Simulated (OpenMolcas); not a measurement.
## Multiconfigurational calculation for Dy²⁺ complex (part 2 of 2)

The same run, continued: Dy²⁺ with 6 ligands (F; octahedron, 2.263 Å), embedded in CsCaF3 by model potentials and point charges, whose field is part of the energies. Method: state-averaged CASSCF, active space 10 electrons in the shell 4f, basis ANO-RCC-VDZP on the metal and ANO-RCC-VDZP on the ligands, DKH2 scalar Hamiltonian, spin-orbit coupling by RASSI with atomic mean-field integrals (OpenMolcas).

**The program's output (extracts), continued**
```
--- RASSI ---
SPIN-FREE ENERGIES:
  (Shifted by EMIN (a.u.) =     -12745.4138854213)

 SF State       Relative EMIN(au)   Rel lowest level(eV)    D:o, cm**(-1)

     1             0.0000000000        0.0000000000              0.0000
     2             0.0005213212        0.0141858714            114.4168
     3             0.0005213212        0.0141858714            114.4168
     4             0.0005213212        0.0141858714            114.4168
     5             0.0009015391        0.0245321299            197.8650
     6             0.0009015391        0.0245321299            197.8650
     7             0.0020340599        0.0553495907            446.4246
     8             0.0020340599        0.0553495907            446.4246
     9             0.0020340599        0.0553495907            446.4246
    10             0.0021848015        0.0594514772            479.5085
    11             0.0022477655        0.0611648159            493.3275
    12             0.0022477655        0.0611648159            493.3275
    13             0.0022477655        0.0611648159            493.3275
    14             0.0752409916        2.0474116835          16513.4889
    15             0.0752409916        2.0474116835          16513.4889
    16             0.0752409916        2.0474116835          16513.4889
    17             0.0758628989        2.0643346447          16649.9818
    18             0.0761980377        2.0734542349          16723.5362
    19             0.0761980377        2.0734542349          16723.5362
    20             0.0761980377        2.0734542349          16723.5362
    21             0.0768228327        2.0904557726          16860.6629
    34             0.0894398228        2.4337815649          19629.7721
    35             0.0894398228        2.4337815649          19629.7721
    36             0.0894398228        2.4337815649          19629.7721
    37             0.0894718273        2.4346524494          19636.7963
    38             0.0894718273        2.4346524494          19636.7963
    39             0.0894718273        2.4346524494          19636.7963
    40             0.0898433773        2.4447628407          19718.3421
    41             0.0898853701        2.4459055230          19727.5585
    42             0.0898853701        2.4459055230          19727.5585
    43             0.0898853701        2.4459055230          19727.5585
    44             0.0899109164        2.4466006751          19733.1652
    45             0.0899109164        2.4466006751          19733.1652
    46             0.0899948273        2.4488840056          19751.5815
    47             0.0899948273        2.4488840056          19751.5815
    48             0.0899948273        2.4488840056          19751.5815
    49             0.1138321338        3.0975301611          24983.2656
    50             0.1138321338        3.0975301611          24983.2656
    51             0.1138321338        3.0975301611          24983.2656
    52             0.1138881249        3.0990537542          24995.5542
Eigenvalues of complex Hamiltonian:
   -----------------------------------
  (Shifted by EMIN (a.u.) =     -12745.4138854213)

 SO State       Relative EMIN(au)   Rel lowest level(eV)    D:o, cm**(-1)

     1            -0.0293327223        0.0000000016              0.0000
     2            -0.0293327224        0.0000000000              0.0000
     3            -0.0292713531        0.0016699426             13.4690
     4            -0.0292713531        0.0016699427             13.4690
     5            -0.0292713532        0.0016699414             13.4690
     6            -0.0290861820        0.0067087057             54.1094
     7            -0.0282730106        0.0288362256            232.5798
     8            -0.0282730105        0.0288362286            232.5799
     9            -0.0282730105        0.0288362297            232.5799
    10            -0.0280444312        0.0350561887            282.7472
    11            -0.0280444312        0.0350561880            282.7472
    12            -0.0280444312        0.0350561896            282.7472
    13            -0.0278763225        0.0396306587            319.6428
    14            -0.0278763224        0.0396306615            319.6428
    15            -0.0278658458        0.0399157438            321.9422
    16            -0.0278658459        0.0399157428            321.9422
    17            -0.0278658458        0.0399157442            321.9422
    18            -0.0096431028        0.5357818429           4321.3720
    19            -0.0096431028        0.5357818418           4321.3720
    20            -0.0096431028        0.5357818423           4321.3720
    21            -0.0096369983        0.5359479557           4322.7118
    22            -0.0096369982        0.5359479564           4322.7118
    23            -0.0096369983        0.5359479541           4322.7118
    24            -0.0091491487        0.5492230180           4429.7824
    25            -0.0090939580        0.5507248334           4441.8953
    26            -0.0090939581        0.5507248326           4441.8953
    27            -0.0090939580        0.5507248336           4441.8953
    28            -0.0090533829        0.5518289395           4450.8006
    29            -0.0090533829        0.5518289380           4450.8005
    30            -0.0088914004        0.5562367066           4486.3516
    31            -0.0088914005        0.5562367058           4486.3516
    32            -0.0088914003        0.5562367090           4486.3516
    33             0.0046800465        0.9255345901           7464.9399
    34             0.0046800464        0.9255345887           7464.9399
    35             0.0047167523        0.9265334055           7472.9959
    36             0.0047167522        0.9265334040           7472.9959
    37             0.0047167523        0.9265334065           7472.9959
    38             0.0049311420        0.9323672478           7520.0490
    39             0.0050629949        0.9359551485           7548.9874
    40             0.0050629949        0.9359551487           7548.9874
    41             0.0050629950        0.9359551494           7548.9874
Weights of the five most important spin-orbit-free states for each spin-orbit state.

 SO State  Total energy (au)           Spin-free states, spin, and weights
 -------------------------------------------------------------------------------------------------------
    1        -0.029333       1 2.0  0.2576    4 2.0  0.2463    3 2.0  0.2241    5 2.0  0.1024    6 2.0  0.1024
    2        -0.029333       2 2.0  0.3133    1 2.0  0.2576    5 2.0  0.1024    6 2.0  0.1024    3 2.0  0.0900
    3        -0.029271       3 2.0  0.4489    1 2.0  0.2060    6 2.0  0.1700    5 2.0  0.0910   39 1.0  0.0124
    4        -0.029271       4 2.0  0.4485    6 2.0  0.2184    1 2.0  0.2060    5 2.0  0.0426   39 1.0  0.0124
    5        -0.029271       2 2.0  0.4504    5 2.0  0.2579    1 2.0  0.2060   37 1.0  0.0124   38 1.0  0.0124
    6        -0.029086       6 2.0  0.2400    5 2.0  0.2400    4 2.0  0.1495    3 2.0  0.1495    2 2.0  0.1495
    7        -0.028273       7 2.0  0.1896   11 2.0  0.1358    5 2.0  0.1002    3 2.0  0.0896    4 2.0  0.0895
    8        -0.028273       9 2.0  0.1896   12 2.0  0.1357    2 2.0  0.0896    4 2.0  0.0894   13 2.0  0.0796
    9        -0.028273       8 2.0  0.1896   13 2.0  0.1357    2 2.0  0.0895    3 2.0  0.0894    6 2.0  0.0849
   10        -0.028044      13 2.0  0.2825    9 2.0  0.1572    7 2.0  0.1568   10 2.0  0.0839    2 2.0  0.0543
   11        -0.028044      12 2.0  0.2827    7 2.0  0.1573    8 2.0  0.1572   10 2.0  0.0839    2 2.0  0.0544
   12        -0.028044      11 2.0  0.2825    9 2.0  0.1573    8 2.0  0.1568   10 2.0  0.0839    6 2.0  0.0592
```

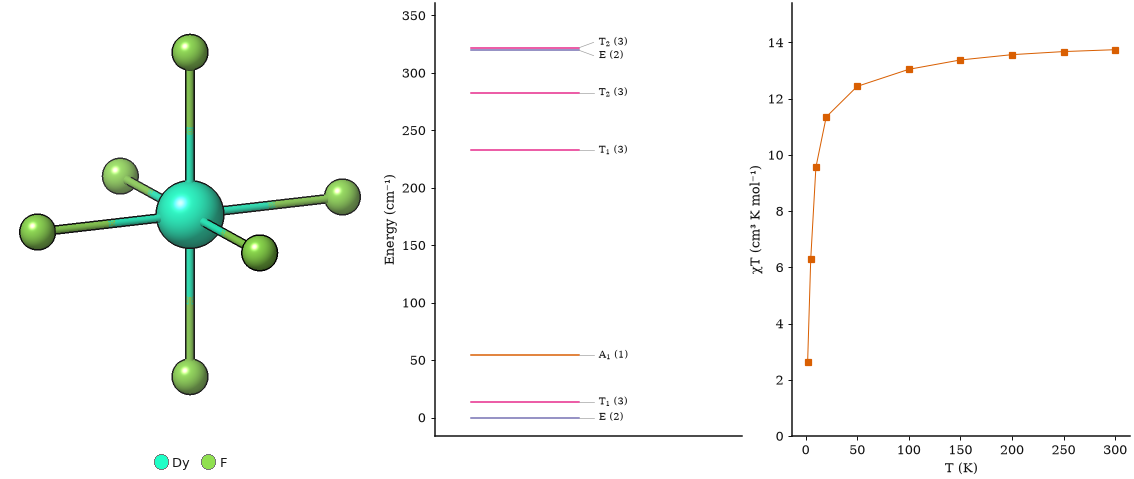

Fig. 2: Dy²⁺ (4f¹⁰) as a dopant in CsCaF₃, a cluster with its 6 nearest F⁻ at 2.263 Å (octahedron) embedded in model potentials and point charges; the geometry was set, not optimised, and its levels and susceptibility. Labels give the representation in O, Td, D4 or D3 as the site allows (double group for half-integer spin) where it could be assigned and, in brackets, the degeneracy; spin-free states, where drawn, share the zero of the spin-orbit levels. Powder susceptibility by Van Vleck's formula. The ground level is E, doubly degenerate, 95 % from states of spin multiplicity 5 (of the 210 states of multiplicity 3, 106 enter the spin-orbit step), effective J = 8.01, with |mJ| = 2 the largest share (50 %). Its principal g values are all close to zero. The next level lies at 13 cm⁻¹ (T₁). The lowest J multiplet spreads over 322 cm⁻¹. χT is 2.64 cm³ K mol⁻¹ at 2 K and 13.7 at 300 K, an effective moment of 10.49 μB. The active orbitals hold 100 % metal character (Löwdin), and the Mulliken charge of the metal is +1.72.

**Results in brief**

- outcome: converged
- energy of the lowest spin-free term: −12745.41389 hartree
- energy of the lowest spin-orbit level: −12745.44322 hartree
- largest spread among components of a term: 0.0 cm⁻¹
- hardware: 1 thread of Intel Xeon (Sapphire Rapids), 16 GiB of memory available, shared host
- wall time: 2.2 min
- peak memory: 0.6 GiB

**Notes**

Without dynamic correlation the splittings between terms come out too large, often by 20 to 50 %. To bear in mind: high states of lower spin left out of the spin-orbit mixing; the geometry is set by hand, with no relaxation; spin-free states above about 43,000 cm⁻¹ are left out of the spin-orbit step.
